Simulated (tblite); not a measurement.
## C₄H₁₁B₂F₃Si: geometry relaxation (part 1 of 2)

- system: C₄H₁₁B₂F₃Si
- method: GFN2-xTB geometry optimisation, gas phase (tblite 0.8.0)

It belongs to a series of runs on one base structure; here: H on B replaced by nPr.

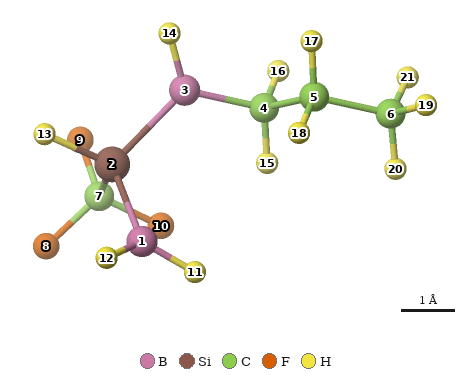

Fig. 1: The structure as given in the input (ball-and-stick view, seen at an oblique angle; atoms are numbered from 1 in the order of the input).

**Input file**
```
{"job": {"kind": "relax", "xc": "GFN2-xTB", "basis": "xTB"}, "charge": 0, "multiplicity": 1}
B     -2.171900    -1.358300    -0.764600
Si    -1.988400    -0.027300     0.631100
B     -0.103400     0.069500     1.156900
C      1.010200     0.435200     0.070200
C      1.988100    -0.739800    -0.082800
C      3.059500    -0.406800    -1.123300
C     -2.579300     1.636200     0.031600
F     -3.916000     1.557500    -0.277800
F     -2.395000     2.572500     1.030300
F     -1.869100     2.004800    -1.082100
H     -1.604700    -1.221500    -1.785900
H     -2.861000    -2.310000    -0.586200
H     -2.786300    -0.434800     1.817800
H      0.200400    -0.171900     2.264600
H      0.526100     0.663800    -0.894200
H      1.551100     1.333500     0.438200
H      2.483700    -0.959700     0.884500
H      1.439200    -1.651200    -0.426800
H      3.759200    -1.262700    -1.216700
H      2.606600    -0.202900    -2.104000
H      3.642200     0.490900    -0.794500
```

The first line tells a small driver script what to run in tblite; the rest is the geometry in Å.

Run on 1 CPU thread, shared host.

Command:
```bash
OMP_NUM_THREADS=1 python <driver script> task.json out
```

**Output**
```
step      E/eV     max force
  0    -884.45723    2.711
  1    -884.66914    1.391
  2    -884.81630    0.925
  3    -884.86134    0.441
  4    -884.88129    0.363
  5    -884.89599    0.367
  6    -884.91484    0.478
  7    -884.92809    0.309
  8    -884.93576    0.196
  9    -884.94033    0.170
 10    -884.94432    0.227
 11    -884.94750    0.200
 12    -884.94957    0.103
 13    -884.95090    0.086
 14    -884.95200    0.077
 15    -884.95299    0.075
 16    -884.95389    0.055
 17    -884.95473    0.065
 18    -884.95549    0.061
 19    -884.95615    0.068
 20    -884.95673    0.055
 21    -884.95724    0.054
 22    -884.95770    0.049
 23    -884.95807    0.044
 24    -884.95841    0.040
 25    -884.95879    0.047
 26    -884.95925    0.049
 27    -884.95979    0.060
 28    -884.96042    0.063
 29    -884.96128    0.078
 30    -884.96253    0.090
 31    -884.96417    0.097
 32    -884.96584    0.105
 33    -884.96713    0.067
 34    -884.96795    0.064
 35    -884.96861    0.058
 36    -884.96912    0.046
 37    -884.96945    0.040
 38    -884.96970    0.042
 39    -884.96995    0.038
 40    -884.97024    0.047
 41    -884.97056    0.050
 42    -884.97081    0.045
 43    -884.97107    0.037
 44    -884.97142    0.050
 45    -884.97176    0.046
 46    -884.97199    0.031
 47    -884.97211    0.027
 48    -884.97220    0.026
 49    -884.97232    0.032
 50    -884.97252    0.041
 51    -884.97280    0.055
 52    -884.97316    0.050
 53    -884.97357    0.051
 54    -884.97401    0.052
 55    -884.97455    0.070
 56    -884.97518    0.093
 57    -884.97585    0.082
 58    -884.97642    0.073
 59    -884.97696    0.053
 60    -884.97738    0.051
 61    -884.97771    0.050
 62    -884.97797    0.038
 63    -884.97813    0.027
 64    -884.97824    0.024
 65    -884.97834    0.027
 66    -884.97845    0.024
 67    -884.97854    0.022
 68    -884.97862    0.024
 69    -884.97869    0.024
 70    -884.97878    0.022
 71    -884.97892    0.028
 72    -884.97911    0.036
 73    -884.97936    0.040
 74    -884.97967    0.046
 75    -884.98008    0.054
 76    -884.98060    0.056
 77    -884.98121    0.059
 78    -884.98178    0.055
 79    -884.98221    0.052
 80    -884.98257    0.047
 81    -884.98293    0.048
 82    -884.98327    0.039
 83    -884.98360    0.040
 84    -884.98387    0.037
 85    -884.98410    0.041
 86    -884.98445    0.046
 87    -884.98491    0.060
 88    -884.98540    0.051
 89    -884.98579    0.047
 90    -884.98611    0.041
 91    -884.98640    0.039
 92    -884.98669    0.040
 93    -884.98700    0.049
 94    -884.98735    0.053
 95    -884.98786    0.060
 96    -884.98842    0.072
 97    -884.98895    0.057
 98    -884.98930    0.041
 99    -884.98952    0.035
100    -884.98978    0.054
101    -884.99023    0.082
102    -884.99104    0.103
103    -884.99225    0.109
104    -884.99375    0.084
105    -884.99525    0.115
106    -884.99660    0.102
107    -884.99810    0.087
108    -884.99935    0.061
109    -885.00012    0.059
110    -885.00085    0.073
111    -885.00180    0.097
112    -885.00317    0.102
113    -885.00466    0.090
114    -885.00566    0.082
115    -885.00638    0.070
116    -885.00723    0.067
117    -885.00880    0.077
118    -885.00992    0.079
119    -885.01191    0.079
120    -885.01362    0.088
121    -885.01549    0.086
122    -885.01676    0.082
123    -885.01864    0.093
124    -885.02122    0.105
125    -885.02346    0.077
126    -885.02492    0.087
127    -885.02600    0.092
128    -885.02719    0.068
129    -885.02859    0.064
130    -885.03042    0.089
131    -885.03122    0.056
132    -885.03183    0.053
133    -885.03246    0.043
134    -885.03279    0.039
135    -885.03325    0.041
136    -885.03361    0.041
137    -885.03393    0.047
138    -885.03424    0.052
139    -885.03460    0.051
140    -885.03513    0.046
141    -885.03583    0.065
142    -885.03662    0.069
143    -885.03738    0.066
144    -885.03795    0.061
145    -885.03845    0.048
146    -885.03888    0.042
147    -885.03941    0.051
148    -885.03976    0.059
149    -885.04023    0.066
150    -885.04068    0.066
151    -885.04115    0.039
152    -885.04153    0.038
153    -885.04187    0.048
154    -885.04215    0.033
155    -885.04242    0.034
156    -885.04265    0.031
157    -885.04285    0.031
158    -885.04304    0.037
159    -885.04322    0.036
160    -885.04337    0.026
161    -885.04350    0.023
162    -885.04362    0.022
163    -885.04374    0.023
164    -885.04386    0.020
165    -885.04398    0.027
166    -885.04410    0.028
167    -885.04423    0.028
168    -885.04439    0.028
169    -885.04459    0.029
170    -885.04481    0.031
171    -885.04500    0.033
172    -885.04513    0.023
173    -885.04523    0.019
174    -885.04532    0.023
175    -885.04542    0.025
176    -885.04553    0.023
177    -885.04563    0.017
178    -885.04571    0.022
179    -885.04578    0.025
180    -885.04583    0.023
181    -885.04589    0.015
182    -885.04594    0.014
183    -885.04598    0.013
184    -885.04601    0.012
185    -885.04604    0.013
186    -885.04606    0.012
187    -885.04609    0.011
188    -885.04612    0.013
189    -885.04615    0.015
190    -885.04619    0.017
191    -885.04624    0.019
192    -885.04630    0.020
193    -885.04637    0.018
194    -885.04644    0.018
195    -885.04651    0.019
196    -885.04656    0.017
197    -885.04662    0.017
198    -885.04668    0.021
199    -885.04673    0.018
200    -885.04677    0.016
201    -885.04681    0.012
202    -885.04683    0.012
203    -885.04686    0.017
204    -885.04689    0.017
205    -885.04692    0.013
206    -885.04695    0.010
207    -885.04698    0.010
208    -885.04701    0.010
209    -885.04704    0.010
210    -885.04708    0.013
211    -885.04713    0.018
212    -885.04718    0.016
213    -885.04722    0.012
214    -885.04725    0.011
215    -885.04727    0.009
```

**Trajectory as extended XYZ (Å, eV, eV/Å), 10 of the 216 frames kept, from step=0 to step=215**
```
21
Properties=species:S:1:pos:R:3:forces:R:3 step=0 energy=-884.45723
B    -2.1719   -1.3583   -0.7646   -0.4420  -0.3040  -0.4480
Si   -1.9884   -0.0273    0.6311    0.8500  -2.3540   1.0420
B    -0.1034    0.0695    1.1569    0.3360   0.4370  -0.0550
C     1.0102    0.4352    0.0702   -0.7660   0.0080   0.7070
C     1.9881   -0.7398   -0.0828    0.2010  -0.2190  -0.2850
C     3.0595   -0.4068   -1.1233    0.6330   0.1060   0.1550
C    -2.5793    1.6362    0.0316   -0.4660   0.8660   0.0320
F    -3.9160    1.5575   -0.2778    0.9980   0.8570   0.0070
F    -2.3950    2.5725    1.0303   -0.4590  -0.1870  -1.3310
F    -1.8691    2.0048   -1.0821   -0.9010   0.3400   0.8070
H    -1.6047   -1.2215   -1.7859   -0.1290  -0.2020   0.1070
H    -2.8610   -2.3100   -0.5862    0.4340   0.2850  -0.1860
H    -2.7863   -0.4348    1.8178   -0.2600   0.4690  -0.0730
H     0.2004   -0.1719    2.2646    0.1760  -0.0740  -0.1380
H     0.5261    0.6638   -0.8942    0.5710   0.0330   0.2140
H     1.5511    1.3335    0.4382   -0.1180  -0.4750  -0.4330
H     2.4837   -0.9597    0.8845   -0.3640   0.0570  -0.4710
H     1.4392   -1.6512   -0.4268    0.3140   0.5980   0.3770
H     3.7592   -1.2627   -1.2167   -0.3570   0.5680  -0.0540
H     2.6066   -0.2029   -2.1040    0.2180  -0.0600   0.3900
H     3.6422    0.4909   -0.7945   -0.4700  -0.7480  -0.3660
21
Properties=species:S:1:pos:R:3:forces:R:3 step=24 energy=-884.95841
B    -2.2282   -1.4069   -0.7905   -0.0160  -0.0010  -0.0100
Si   -1.9677   -0.1721    0.7078    0.0180  -0.0240   0.0150
B    -0.0722    0.0705    1.1985    0.0220   0.0270  -0.0020
C     0.9988    0.4355    0.1023    0.0180  -0.0100  -0.0120
C     1.9957   -0.7283   -0.0835    0.0200   0.0000  -0.0060
C     3.0650   -0.3982   -1.1188   -0.0030   0.0050   0.0050
C    -2.5649    1.5919    0.0512   -0.0070   0.0280  -0.0110
F    -3.8728    1.6022   -0.2862   -0.0130   0.0060  -0.0140
F    -2.4141    2.5704    0.9701    0.0060   0.0230   0.0040
F    -1.8989    2.0141   -1.0467    0.0310  -0.0190  -0.0160
H    -1.7058   -1.2061   -1.8176   -0.0340   0.0010  -0.0160
H    -2.8314   -2.4011   -0.6829    0.0130  -0.0150   0.0020
H    -2.9358   -0.2599    1.8261    0.0130  -0.0150   0.0120
H     0.3289   -0.1602    2.2762   -0.0110  -0.0110   0.0030
H     0.5866    0.6847   -0.8774   -0.0370  -0.0040   0.0090
H     1.5826    1.3056    0.4190   -0.0050  -0.0100   0.0230
H     2.4724   -0.9533    0.8725    0.0050  -0.0080  -0.0040
H     1.4519   -1.6228   -0.4005    0.0030   0.0170   0.0070
H     3.7528   -1.2341   -1.2338   -0.0180   0.0180   0.0010
H     2.6121   -0.1913   -2.0864    0.0030   0.0010   0.0170
H     3.6360    0.4763   -0.8132   -0.0080  -0.0080  -0.0070
21
Properties=species:S:1:pos:R:3:forces:R:3 step=48 energy=-884.97220
B    -2.3083   -1.4178   -0.7803   -0.0060  -0.0060   0.0080
Si   -1.9678   -0.1990    0.7144   -0.0050   0.0070   0.0010
B    -0.0746    0.0386    1.2216   -0.0050  -0.0250   0.0010
C     1.0013    0.4311    0.1427   -0.0050   0.0050   0.0000
C     2.0065   -0.7196   -0.0693    0.0160  -0.0020  -0.0120
C     3.0491   -0.3603   -1.1207    0.0110   0.0060  -0.0080
C    -2.4962    1.5720    0.0103   -0.0020   0.0100  -0.0020
F    -3.7903    1.6229   -0.3753    0.0040   0.0110   0.0060
F    -2.3331    2.5833    0.8917    0.0010  -0.0060  -0.0040
F    -1.7738    1.9166   -1.0814   -0.0080   0.0140   0.0010
H    -2.0565   -1.1016   -1.8774    0.0030  -0.0130  -0.0050
H    -2.7144   -2.5005   -0.6158    0.0070  -0.0140   0.0070
H    -2.9318   -0.2663    1.8386    0.0080   0.0160  -0.0100
H     0.3152   -0.2021    2.3008   -0.0110  -0.0120   0.0110
H     0.5891    0.6990   -0.8316   -0.0140   0.0090  -0.0060
H     1.5769    1.2966    0.4850    0.0040   0.0060   0.0040
H     2.5032   -0.9509    0.8749   -0.0010  -0.0040  -0.0010
H     1.4661   -1.6152   -0.3878    0.0070  -0.0010  -0.0010
H     3.7394   -1.1876   -1.2732   -0.0070   0.0060   0.0090
H     2.5707   -0.1341   -2.0712    0.0020  -0.0020   0.0040
H     3.6203    0.5118   -0.8097    0.0000  -0.0060  -0.0030
21
Properties=species:S:1:pos:R:3:forces:R:3 step=72 energy=-884.97911
B    -2.3529   -1.4746   -0.7393    0.0100   0.0030   0.0100
Si   -2.0086   -0.1701    0.6772    0.0250   0.0040   0.0080
B    -0.1066   -0.0415    1.1963   -0.0010   0.0010   0.0000
C     0.9939    0.4080    0.1647   -0.0230   0.0040   0.0140
C     2.0255   -0.7134   -0.0756   -0.0080   0.0030  -0.0060
C     3.0571   -0.3146   -1.1220    0.0130   0.0220  -0.0160
C    -2.4625    1.6197   -0.0276   -0.0030   0.0140  -0.0050
F    -3.7565    1.7398   -0.3957   -0.0070  -0.0050   0.0040
F    -2.2401    2.6106    0.8657    0.0020   0.0060  -0.0050
F    -1.7384    1.9473   -1.1236    0.0080  -0.0110  -0.0050
H    -2.2614   -1.2094   -1.8736    0.0040   0.0130   0.0010
H    -2.5675   -2.5904   -0.4675   -0.0160  -0.0180  -0.0020
H    -2.9736   -0.1782    1.8008   -0.0050   0.0050   0.0080
H     0.2630   -0.3958    2.2517   -0.0100  -0.0130  -0.0060
H     0.6014    0.7234   -0.8043    0.0040  -0.0140   0.0010
H     1.5392    1.2677    0.5686    0.0100  -0.0110  -0.0080
H     2.5305   -0.9563    0.8612   -0.0190   0.0020   0.0040
H     1.5028   -1.6120   -0.4137    0.0060  -0.0130   0.0030
H     3.7640   -1.1246   -1.2874    0.0070   0.0000   0.0020
H     2.5726   -0.0840   -2.0674   -0.0150  -0.0070  -0.0270
H     3.6093    0.5654   -0.8024    0.0200   0.0150   0.0260
```
